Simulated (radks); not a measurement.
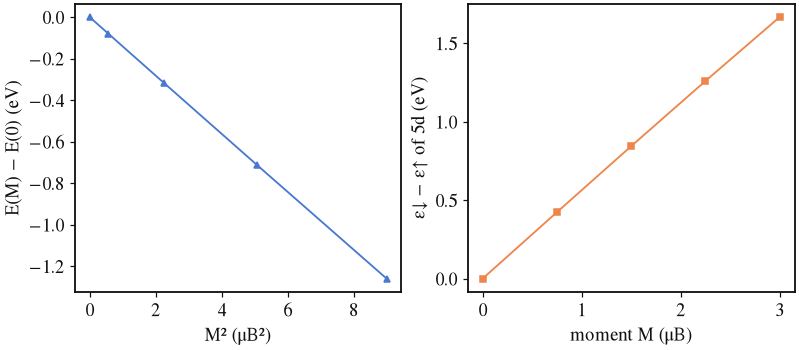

For Ir in [Xe] 4f14 5d7 6s2, the spin moment of the 5d shell is fixed at a series of values. All numbers are computed, not measured: scalar-relativistic Kohn-Sham, BLYP, spin-polarised, spherical densities, point nucleus (the in-house radial solver radks). The plot shows the energy and the exchange splitting.

Q: Describe both curves.

A: The energy falls with the moment, to −1.26 eV at M = 3 μB, the largest moment run, in line with Hund's first rule (at fractional spins the functional's fractional-spin error adds to the fall). A fit E = −I M²/4 gives an exchange integral I of about 0.56 eV, and the exchange splitting grows nearly in proportion to M, to 1.67 eV (0.56 eV per μB).
